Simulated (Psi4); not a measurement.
**SiHClF2 (SMILES F[SiH](F)Cl) at CAM-B3LYP/6-311+G(d,p)**

What is the vertical ionisation energy of SiHClF2 at CAM-B3LYP/6-311+G**? 

The calculation is run with Psi4 1.11.

1 further run of the same task is left out (set aside as unsound or not needed).

### Step 1. The system as given

SiHClF2 has 5 atoms, charge 0, and is taken as a singlet. SMILES: `F[SiH](F)Cl`. The coordinates come from a PBE0-D4/def2-TZVP relaxation.

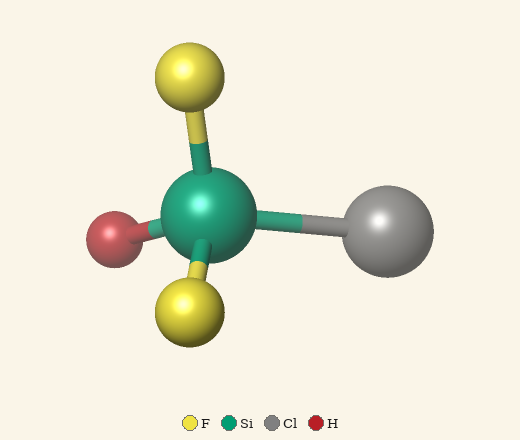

The structure, seen from a chosen angle (fluorine yellow, silicon teal, chlorine grey, hydrogen red).

### Step 2. Energy and forces at CAM-B3LYP/6-311+G(d,p)

job.dat

```
memory 1600 mb

molecule molecule1 {
  0 1
  F
  Si 1 r2
  F 2 r3 1 a3
  Cl 2 r4 1 a4 3 d4
  H 2 r5 1 a5 3 d5

  r2 = 1.576802
  r3 = 1.576808
  a3 = 107.62905
  r4 = 2.018086
  a4 = 109.00588
  d4 = -118.09049
  r5 = 1.46471
  a5 = 109.81858
  d5 = 119.51064
  symmetry c1
  no_reorient
  no_com
}

set globals {
  basis                6-311+G**
  reference            rks
  puream               true
  e_convergence        1e-09
  d_convergence        1e-08
  scf_type             pk
  dft_radial_points    99
  dft_spherical_points 590
}

E, wfn = gradient("cam-b3lyp", return_wfn=True)
oeprop(wfn, "WIBERG_LOWDIN_INDICES", "MULLIKEN_CHARGES", "LOWDIN_CHARGES")
```

Command:

```
$ psi4 -i job.dat -o job.out -n 1
```

job.out:

```text
[...]
  Running in c1 symmetry.
[...]
  Nuclear repulsion =  230.926474705941501
[...]
  Multiplicity = 1
[...]
  Nalpha       = 25
  Nbeta        = 25
[...]
    Number of basis functions: 110
[...]
   @RKS iter   1:  -950.11085001657341   -3.25329e-01   5.60027e-03 DIIS/ADIIS
[...]
   @RKS iter  10:  -950.21294962512479   -1.43245e-11   8.45772e-09 DIIS
[...]
    Orbital Energies [Eh]
    ---------------------
    Doubly Occupied:
       1A   -101.645142     2A    -66.299629     3A    -24.781059
       4A    -24.781053     5A     -9.563406     6A     -7.326499
       7A     -7.320226     8A     -7.320179     9A     -5.468563
      10A     -3.829194    11A     -3.828541    12A     -3.824935
      13A     -1.325545    14A     -1.305181    15A     -0.948219
      16A     -0.679275    17A     -0.604598    18A     -0.588585
      19A     -0.579739    20A     -0.542265    21A     -0.527555
      22A     -0.522771    23A     -0.462812    24A     -0.427334
      25A     -0.423542
[...]
  @RKS Final Energy:  -950.21294962512479
   => Energetics <=
    Nuclear Repulsion Energy =            230.9264747059415015
    One-Electron Energy =               -1775.4350407307929345
    Two-Electron Energy =                 647.8415668093102795
    DFT Exchange-Correlation Energy =     -53.5459504095835683
    Empirical Dispersion Energy =           0.0000000000000000
    VV10 Nonlocal Energy =                  0.0000000000000000
    Total Energy =                       -950.2129496251247929
[...]
 Multipole Moments:
 ------------------------------------------------------------------------------------
     Multipole            Electronic (a.u.)      Nuclear  (a.u.)        Total (a.u.)
 ------------------------------------------------------------------------------------
 L = 1.  Multiply by 2.5417464519 to convert [e a0] to [Debye]
 Dipole X            :         -1.2507577            1.6229803            0.3722226
 Dipole Y            :         -0.9308113            1.2956843            0.3648730
 Dipole Z            :         -0.6810156            0.9478695            0.2668539
 Magnitude           :                                                    0.5855706
[...]
  -Total Gradient:
     Atom            X                  Y                   Z
    ------   -----------------  -----------------  -----------------
       1        0.000452264508     0.000216073092     0.013716334196
       2       -0.005341237329    -0.013668363996    -0.010007443291
       3        0.000454281012     0.013136087718    -0.003945262153
       4        0.002507689824    -0.000904182976    -0.000660473414
       5        0.001967332431     0.001173644167     0.000862656675
[...]
  Mulliken Charges: (a.u.)
   Center  Symbol    Alpha    Beta     Spin     Total
       1     F     4.64172  4.64172  0.00000 -0.28344
       2    SI     6.57977  6.57977  0.00000  0.84045
       3     F     4.64172  4.64172  0.00000 -0.28345
       4    CL     8.59392  8.59392  0.00000 -0.18783
       5     H     0.54286  0.54286  0.00000 -0.08573
   Total alpha = 25.00000, Total beta = 25.00000, Total charge = -0.00000
  Lowdin Charges: (a.u.)
   Center  Symbol    Alpha    Beta     Spin     Total
       1     F     4.68726  4.68726  0.00000 -0.37452
[...]
```

Wall time 29 s (1 thread of AMD EPYC 7R43 (Zen 3), shared host); peak memory 0.66 GiB.

### Step 3. The doublet cation: a single-point energy at UCAM-B3LYP/6-311+G(d,p)

clf2hsi.py

```python
import psi4

psi4.set_memory(1600000000)
psi4.set_num_threads(1)
psi4.core.set_output_file('run.log', False)

m = psi4.geometry("""
1 2
F     -0.339600    -0.621400     1.420100
Si     0.095900    -0.000200     0.037800
F     -0.033500     1.566800     0.156500
Cl    -1.157500    -0.656000    -1.401500
H      1.484600    -0.363000    -0.254200
symmetry c1
""")

psi4.set_options({
    'basis': '6-311+G**',
    'reference': 'uks',
    'puream': True,
    'e_convergence': 1e-09,
    'd_convergence': 1e-08,
    'scf_type': 'pk',
    'dft_radial_points': 99,
    'dft_spherical_points': 590,
    'maxiter': 200,
})

E, wfn = psi4.energy("cam-b3lyp", molecule=m, return_wfn=True)
print(f'total energy {E:.8f} hartree = {E * 27.211386:.5f} eV')
```

Command:

```
$ python clf2hsi.py
```

run.log:

```text
[...]
  Running in c1 symmetry.
[...]
  Nuclear repulsion =  230.926516139271200
[...]
  Multiplicity = 2
[...]
  Nalpha       = 25
  Nbeta        = 24
[...]
    Number of basis functions: 110
[...]
   @UKS iter   1:  -949.61918542026126    1.66338e-01   5.58967e-03 ADIIS/DIIS
[...]
   @UKS iter  16:  -949.73961508482591   -5.00222e-11   8.29458e-09 DIIS
[...]
   @S^2 Observed:                7.564693187E-01
[...]
    Orbital Energies [Eh]
    ---------------------
    Alpha Occupied:
       1A   -102.015470     2A    -66.544862     3A    -24.992037
       4A    -24.992032     5A     -9.928908     6A     -7.701579
       7A     -7.686576     8A     -7.680324     9A     -5.714670
      10A     -4.075603    11A     -4.073740    12A     -4.071403
      13A     -1.534041    14A     -1.512685    15A     -1.293579
      16A     -0.919315    17A     -0.827539    18A     -0.822815
      19A     -0.812732    20A     -0.779145    21A     -0.760819
      22A     -0.751072    23A     -0.735787    24A     -0.720371
      25A     -0.712773
    Alpha Virtual:
[...]
  @UKS Final Energy:  -949.73961508482591
   => Energetics <=
    Nuclear Repulsion Energy =            230.9265161392712002
    One-Electron Energy =               -1762.1126252559970453
    Two-Electron Energy =                 634.7694813757937027
    DFT Exchange-Correlation Energy =     -53.3229873438936934
    Empirical Dispersion Energy =           0.0000000000000000
    VV10 Nonlocal Energy =                  0.0000000000000000
    Total Energy =                       -949.7396150848259140
[...]
 Multipole Moments:
 ------------------------------------------------------------------------------------
     Multipole            Electronic (a.u.)      Nuclear  (a.u.)        Total (a.u.)
 ------------------------------------------------------------------------------------
 L = 1.  Multiply by 2.5417464519 to convert [e a0] to [Debye]
 Dipole X            :         -1.7740035            2.0211936            0.2471901
 Dipole Y            :         -0.1668056           -0.7283346           -0.8951403
 Dipole Z            :         -0.7184323           -0.7717668           -1.4901991
 Magnitude           :                                                    1.7558680
[...]
```

On the terminal:

```text
total energy -949.73961508 hartree = -25843.73127 eV
```

It took 40 s on 1 thread of AMD EPYC 7R43 (Zen 3), shared host; peak memory 0.67 GiB.

### Step 4. Outcome

At CAM-B3LYP/6-311+G**:

```
                                          quantity          value
                     singlet SiHClF2: total energy  -950.21295 Eh
                    singlet SiHClF2: dipole moment         1.49 D
                      singlet SiHClF2: HOMO energy      -11.53 eV
                      singlet SiHClF2: LUMO energy        0.70 eV
                    singlet SiHClF2: HOMO–LUMO gap       12.22 eV
         singlet SiHClF2: largest force on an atom     0.913 eV/Å
                      doublet cation: total energy  -949.73962 Eh
doublet cation: HOMO energy (highest over α and β)      -18.89 eV
 doublet cation: LUMO energy (lowest over α and β)      -14.23 eV
                              doublet cation: ⟨S²⟩          0.756
vertical ionisation energy (to the doublet cation)      12.880 eV
```

**Reading.** Removing an electron at fixed nuclei costs 12.88 eV (1243 kJ/mol). The largest force (singlet SiHClF2) is 0.91 eV/Å: the shape isn't a stationary point for this species at this level. The negative HOMO energy of the first species, 11.53 eV, lies 1.35 eV below that difference.
